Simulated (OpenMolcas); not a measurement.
**TiH6O3F3 (fac-TiF3(H2O)3), step by step**

We compute a series of 9 runs (ROHF/ANO-RCC-MB, CASSCF(1,5)/ANO-RCC-VDZ, CASPT2[IPEA 0](1,5)/ANO-RCC-VDZ, PC-NEVPT2(1,5)/ANO-RCC-VDZ, MC-PDFT[ftLSDA](1,5)/ANO-RCC-VDZ, SC-NEVPT2(1,5)/ANO-RCC-VDZ, CASPT2(1,5)/ANO-RCC-VDZ) of TiH6O3F3 (fac-TiF3(H2O)3). 

Program for the calculation: OpenMolcas 26.06.

### Step 1. Starting point

TiH6O3F3 has 13 atoms, charge 0, and is taken as a doublet. As SMILES, `[OH2]->[Ti](<-[OH2])(<-[OH2])([F])([F])[F]`. Geometry: a GFN2-xTB relaxation, a rough one for these elements and not checked as a minimum. This is one conformer, not always the lowest.

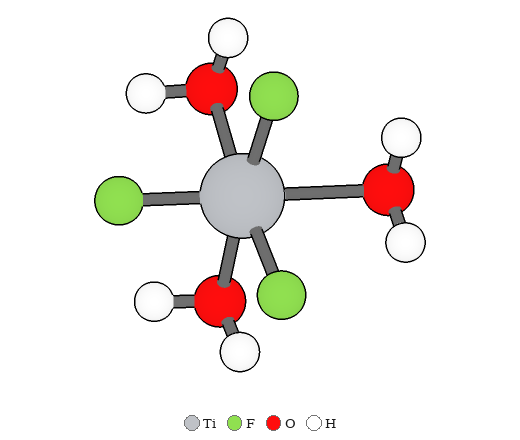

Viewed from a chosen angle; titanium light grey, fluorine green, oxygen red, hydrogen white.

### Step 2. A single-point energy at ROHF/ANO-RCC-MB (DKH2) (run 1)

input.xyz reads:

```xyz
13

Ti     0.288400     0.282960     0.279780
F     -0.118490     0.113740     2.041270
O      0.414480     0.194250    -1.903330
H      1.362500    -0.007760    -1.962750
H      0.337150     1.149560    -2.064860
F      2.043010    -0.129020     0.063090
O     -1.892990     0.451510     0.207860
H     -1.930720     1.400080     0.002410
H     -2.047200     0.382890     1.164150
F      0.088370     2.042370    -0.153010
O      0.230970    -1.898530     0.485320
H      0.038230    -1.929730     1.436360
H      1.186310    -2.052340     0.403710
```

step1.input reads:

```
&GATEWAY
  Coord=input.xyz
  Basis=ANO-RCC-MB
  Group=NoSym

&SEWARD

&SCF
  UHF
  Spin=2
  PrOrbitals=1 2

&RASSCF
  FileOrb=$Project.UnaOrb
  Spin=2
  Nactel=1 0 0
  Inactive=39
  Ras2=1
  OutOrbitals=Canonical
  OrbListing=NoCore
```

Run with:

```
$ export MOLCAS_MEM=1860
$ pymolcas step1.input > step1.log
```

The log of the run:

```text
--- Start Module: gateway ---
[...]
--- Stop Module: gateway /rc=_RC_ALL_IS_WELL_ ---
[...]
      Basis functions           54
[...]
--- Start Module: scf ---
[...]
       Convergence after  19 Iterations
[...]
::    Total SCF energy                              -1379.6092337924
[...]
      Total spin, S                                     0.5007105532
[...]
--- Stop Module: scf /rc=_RC_ALL_IS_WELL_ ---
[...]
--- Start Module: rasscf ---
[...]
      Number of active orbitals                  1
[...]
      Spin quantum number                      0.5
[...]
      Active orbitals                            1
[...]
      Number of CSFs                             1
[...]
      Number of root(s) required                 1
[...]
      Convergence after 13 iterations
[...]
      printout of CI-coefficients larger than  0.05 for root  1
      energy=   -1379.608914
      conf/sym  1     Coeff  Weight
             1  u   1.00000 1.00000
      Natural orbitals and occupation numbers for root  1
      sym 1:   1.000000
      ************************************************************************************************************************
      *                                                    Final results                                                     *
[...]
::    RASSCF root number  1 Total energy:  -1379.60891436
[...]
      Total electronic charge=   79.000000
      Total            charge=   -0.000000
[...]
      Dipole Moment (debye):
      Origin of the operator (angstrom)=    0.1953    0.1948    0.1894
                   X= -1.1228E+00               Y= -1.2236E+00               Z= -1.0855E+00           Total=  1.9840E+00
      Quadrupole Moment (debye*angstrom):
[...]
--- Stop Module: rasscf /rc=_RC_ALL_IS_WELL_ ---
[...]
```

It took 14 s on 1 thread of Arm Neoverse V2, shared host; peak memory 0.41 GiB.

### Step 3. The excited states at CASSCF(1,5)/ANO-RCC-VDZ (DKH2, RICD fitting, 5 states averaged) (run 2)

input.xyz is that of step 2.

step2.input reads:

```
* F3H6O3Ti CASSCF

&GATEWAY
 COORD=input.xyz
 BASIS=ANO-RCC-MB
 GROUP=NoSym

&SEWARD

&RASSCF
 FILEORB=$CurrDir/step1.RasOrb
 ALTER=1
 1 43 45
 SPIN=2
 NACTEL=1 0 0
 INACTIVE=39
 RAS2=5
 CIROOT=5 5 1
 ORBLISTING=Nothing
>>> COPY $Project.RunFile RUNFIL1
>>> COPY $Project.RasOrb INPORB

&GATEWAY
 COORD=input.xyz
 BASIS=ANO-RCC-VDZ
 GROUP=NoSym
 RICD

&SEWARD
>>> COPY $Project.RunFile RUNFIL2

&EXPBAS

&RASSCF
 FILEORB=$Project.ExpOrb
 SPIN=2
 NACTEL=1 0 0
 INACTIVE=39
 RAS2=5
 CIROOT=5 5 1
 ORBLISTING=NoCore
 ORBAPPEAR=Compact
```

Run with:

```
$ export MOLCAS_MEM=1860
$ pymolcas step2.input > step2.log
```

The log of the run:

```text
--- Start Module: gateway ---
[...]
      Basis functions           54
[...]
      Number of active orbitals                  5
[...]
      Spin quantum number                      0.5
[...]
      Active orbitals                            5
[...]
      Number of CSFs                             5
[...]
      Number of root(s) required                 5
[...]
      Convergence after 11 iterations
[...]
      Natural orbitals and occupation numbers for root  1
      sym 1:   1.000000  -0.000000   0.000000  -0.000000  -0.000000
      Natural orbitals and occupation numbers for root  2
      sym 1:   0.000000   1.000000   0.000000   0.000000   0.000000
      Natural orbitals and occupation numbers for root  3
      sym 1:   0.000000  -0.000000   1.000000  -0.000000   0.000000
[...]
::    RASSCF root number  1 Total energy:  -1379.60781051
::    RASSCF root number  2 Total energy:  -1379.60161652
[...]
      Basis functions           93
[...]
--- Start Module: expbas ---
[...]
      Convergence after 13 iterations
[...]
      Natural orbitals and occupation numbers for root  2
      sym 1:  -0.000000   1.000000  -0.000000   0.000000   0.000000
      Natural orbitals and occupation numbers for root  3
      sym 1:   0.000000  -0.000000  -0.000000   1.000000  -0.000000
      Natural orbitals and occupation numbers for root  4
      sym 1:  -0.000000  -0.000000   1.000000  -0.000000  -0.000000
      Natural orbitals and occupation numbers for root  5
      sym 1:   0.000000  -0.000000  -0.000000   0.000000   1.000000
[...]
::    RASSCF root number  2 Total energy:  -1379.89728532
::    RASSCF root number  3 Total energy:  -1379.89722407
::    RASSCF root number  4 Total energy:  -1379.82360318
::    RASSCF root number  5 Total energy:  -1379.82329246
[...]
      Total electronic charge=   79.000000
      Total            charge=   -0.000000
[...]
```

Wall time 23 s (1 thread of Arm Neoverse V2, shared host); peak memory 0.41 GiB.

The roots found:

| excited state | energy (eV) |
| --- | --- |
| 1 | 0.081 |
| 2 | 0.083 |
| 3 | 2.086 |
| 4 | 2.094 |

Runs 3 to 6 aren't shown in full; the table further down has their settings and results.

### Step 4. The energy at CASPT2[IPEA 0](1,5)/ANO-RCC-VDZ (DKH2, RICD fitting, ipea shift 0 Eh, pt2 variant SS) (run 7)

input.xyz is that of step 3.

step7.input reads:

```
&GATEWAY
Coord
input.xyz
Basis
ANO-RCC-VDZ
Group
NoSym
RICD
&SEWARD
&RASSCF
FileOrb
$CurrDir/step2.RasOrb
Spin
2
Nactel
1 0 0
Inactive
39
Ras2
5
OrbListing
NoCore
OrbAppear
Compact
&CASPT2
IPEA
0
Imaginary
0.3
```

Run with:

```
$ export MOLCAS_MEM=1860
$ pymolcas step7.input > step7.log
```

The log of the run:

```text
--- Start Module: gateway ---
[...]
--- Stop Module: gateway /rc=_RC_ALL_IS_WELL_ ---
[...]
      Basis functions           93
[...]
--- Start Module: rasscf ---
[...]
      Number of active orbitals                  5
[...]
      Spin quantum number                      0.5
[...]
      Active orbitals                            5
[...]
      Number of CSFs                             5
[...]
      Number of root(s) required                 1
[...]
      Convergence after 27 iterations
[...]
      printout of CI-coefficients larger than  0.05 for root  1
      energy=   -1379.901706
      conf/sym  11111     Coeff  Weight
             1  u0000   1.00000 1.00000
      Natural orbitals and occupation numbers for root  1
      sym 1:   1.000000   0.000000   0.000000   0.000000   0.000000
      ************************************************************************************************************************
      *                                                    Final results                                                     *
[...]
::    RASSCF root number  1 Total energy:  -1379.90170585
[...]
      Total electronic charge=   79.000000
      Total            charge=   -0.000000
[...]
      Dipole Moment (debye):
      Origin of the operator (angstrom)=    0.1953    0.1948    0.1894
                   X= -1.3535E+00               Y= -1.4833E+00               Z= -1.3054E+00           Total=  2.3950E+00
      Quadrupole Moment (debye*angstrom):
[...]
--- Stop Module: rasscf /rc=_RC_ALL_IS_WELL_ ---
[...]
--- Start Module: caspt2 ---
[...]
      E2 (Variational):          -0.9771876325
      Total energy:           -1380.8788934872
[...]
      Reference weight:           0.77277
[...]
::    CASPT2 Root  1     Total energy:  -1380.87889349
[...]
--- Stop Module: caspt2 /rc=_RC_ALL_IS_WELL_ ---
[...]
```

It took 13 s on 1 thread of Arm Neoverse V2, shared host; peak memory 0.16 GiB.

Run 8 isn't shown in full; the table further down has it.

### Step 5. The excited states at CASPT2(1,5)/ANO-RCC-VDZ (DKH2, RICD fitting, fock type G2, ipea shift 0.25 Eh, pt2 variant XDW, 5 states averaged) (run 9)

input.xyz is that of step 4.

step9.input reads:

```
&gateway
coord = input.xyz
basis = ANO-RCC-VDZ
group = NoSym
ricd
&seward
&rasscf
fileorb = $CurrDir/step2.RasOrb
spin = 2
nactel = 1 0 0
inactive = 39
ras2 = 5
ciroot = 5 5 1
orblisting = NoCore
orbappear = Compact
&caspt2
xmultistate = all
dwms = 100
dwtype = 2
sig2 = 0.3
focktype = G2
```

Run with:

```
$ export MOLCAS_MEM=1860
$ pymolcas step9.input > step9.log
```

The log of the run:

```text
[...]
      Basis functions           93
[...]
      Number of active orbitals                  5
[...]
      Spin quantum number                      0.5
[...]
      Active orbitals                            5
[...]
      Number of CSFs                             5
[...]
      Number of root(s) required                 5
[...]
      Convergence after  4 iterations
[...]
      printout of CI-coefficients larger than  0.05 for root  1
      energy=   -1379.900259
      conf/sym  11111     Coeff  Weight
             1  u0000   0.99477 0.98956
             3  00u00   0.07950 0.00632
[...]
      Natural orbitals and occupation numbers for root  1
      sym 1:   1.000000  -0.000000  -0.000000  -0.000000   0.000000
      Natural orbitals and occupation numbers for root  2
      sym 1:   0.000000   0.000000   0.000000   1.000000   0.000000
      Natural orbitals and occupation numbers for root  3
      sym 1:   0.000000  -0.000000   1.000000   0.000000   0.000000
      Natural orbitals and occupation numbers for root  4
      sym 1:   0.000000   0.000000   1.000000   0.000000   0.000000
      Natural orbitals and occupation numbers for root  5
      sym 1:   0.000000   0.000000   0.000000   0.000000   1.000000
      ************************************************************************************************************************
      *                                                    Final results                                                     *
[...]
::    RASSCF root number  1 Total energy:  -1379.90025885
::    RASSCF root number  2 Total energy:  -1379.89728530
[...]
::    XDW-CASPT2 Root  2     Total energy:  -1380.87735782
::    XDW-CASPT2 Root  3     Total energy:  -1380.87731889
::    XDW-CASPT2 Root  4     Total energy:  -1380.80116237
::    XDW-CASPT2 Root  5     Total energy:  -1380.80087254
[...]
```

Wall time 20 s (1 thread of Arm Neoverse V2, shared host); peak memory 0.16 GiB.

The roots found:

| excited state | energy (eV) |
| --- | --- |
| 1 | 0.095 |
| 2 | 0.096 |
| 3 | 2.168 |
| 4 | 2.176 |

### Step 6. Overview of the runs

| run | level | integral approximation | task | energy (Eh) | dipole moment (D) of the reference | wall time |
| --- | --- | --- | --- | --- | --- | --- |
| 1 | ROHF/ANO-RCC-MB (DKH2) | none | energy | -1379.608914 | 1.98 | 14 s |
| 2 | CASSCF(1,5)/ANO-RCC-VDZ (DKH2, RICD fitting, 5 states averaged) | RICD | excited | -1379.900259 | 2.39 | 23 s |
| 3 | CASSCF(1,5)/ANO-RCC-VDZ (DKH2, RICD fitting, multiplet size 2, 5 states averaged) | RICD | magnetism | -1379.900259 | – | 9 s |
| 4 | CASPT2[IPEA 0](1,5)/ANO-RCC-VDZ (DKH2, RICD fitting, ipea shift 0 Eh, multiplet size 2, pt2 variant XMS, 5 states averaged) | RICD | magnetism | -1380.884373 | – | 17 s |
| 5 | PC-NEVPT2(1,5)/ANO-RCC-VDZ (DKH2, RICD fitting, pt2 variant QD-PC-NEVPT2, 5 states averaged) | RICD | excited | -1380.860582 | 2.39 | 13 s |
| 6 | MC-PDFT[ftLSDA](1,5)/ANO-RCC-VDZ (DKH2, RICD fitting, 5 states averaged) | RICD | excited | -1379.591897 | 2.39 | 14 s |
| 7 | CASPT2[IPEA 0](1,5)/ANO-RCC-VDZ (DKH2, RICD fitting, ipea shift 0 Eh, pt2 variant SS) | RICD | energy | -1380.878893 | 2.40 | 13 s |
| 8 | SC-NEVPT2(1,5)/ANO-RCC-VDZ (DKH2, RICD fitting, pt2 variant SC-NEVPT2) | RICD | energy | -1380.860463 | 2.40 | 12 s |
| 9 | CASPT2(1,5)/ANO-RCC-VDZ (DKH2, RICD fitting, fock type G2, ipea shift 0.25 Eh, pt2 variant XDW, 5 states averaged) | RICD | excited | -1380.880847 | 2.39 | 20 s |

### Step 7. Results

| quantity | value |
| --- | --- |
| run 9, CASPT2(1,5)/ANO-RCC-VDZ: energy of the lowest of 5 roots | -1380.88085 Eh |
| run 9, CASPT2(1,5)/ANO-RCC-VDZ: dipole moment (CASSCF density) | 2.39 D |
| run 9, CASPT2(1,5)/ANO-RCC-VDZ: lowest excitation energy within this active space | 0.09 eV |

In run 1 the basis is minimal, so the values are rough. All runs together took 2.2 min, the longest 23 s.
